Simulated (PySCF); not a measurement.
SMILES [GeH3][Zn][O][SiH3] at its B3LYP/def2-SVP optimised geometry (Å):

```
10

Zn    -0.4697     0.3474     0.0432
Ge    -1.3075     2.5718     0.0982
H     -2.1000     2.9075    -1.1849
H     -2.2549     2.7869     1.2996
H     -0.1617     3.6013     0.2196
O      0.1551    -1.3127     0.0000
Si     0.7564    -2.8322     0.0000
H      2.2549    -2.8322     0.0000
H      0.3105    -3.5991    -1.2073
H      0.3111    -3.6013     1.2064
```

Level of theory: B3LYP/def2-TZVP in PySCF. Cells within 0.4 Å of a nucleus heavier than hydrogen are left out (blank, or x).

Map of the electron localisation function on the plane z = 0.0 Å:

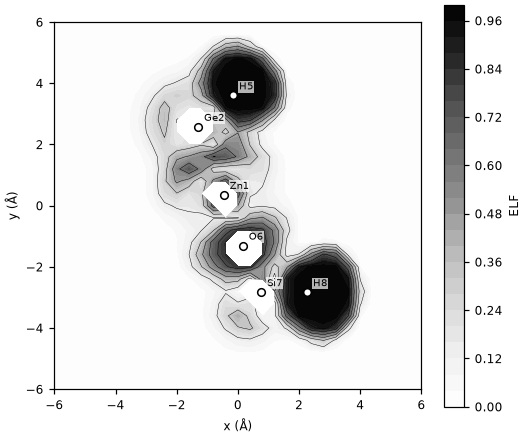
Figure: Electron localisation function on the plane z = 0.0 Å.
